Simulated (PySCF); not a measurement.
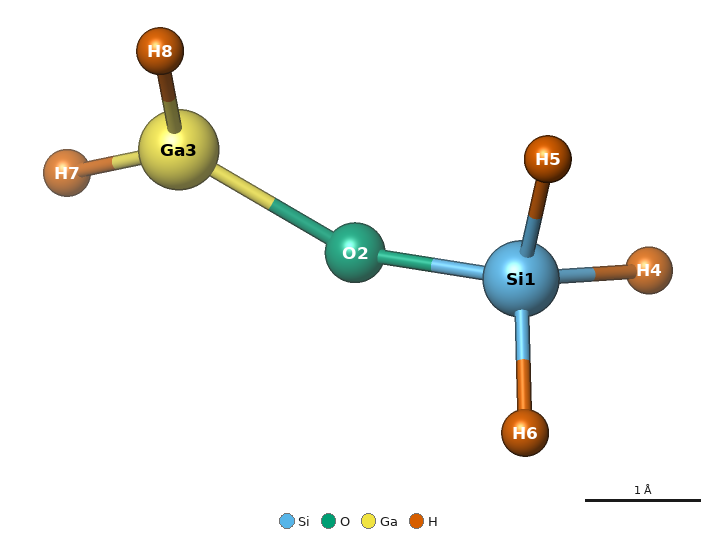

Orthographic view. Atoms fade into the background with distance from the viewer. The computed structure is the end point of a PBE0-D3(BJ)/def2-SVP optimisation. No frequency run is at hand to confirm it as a minimum.

List the bonded neighbours of every atom.

Si1: O2, H4, H5, H6
O2: Si1, Ga3
Ga3: O2, H7, H8
H4: Si1
H5: Si1
H6: Si1
H7: Ga3
H8: Ga3
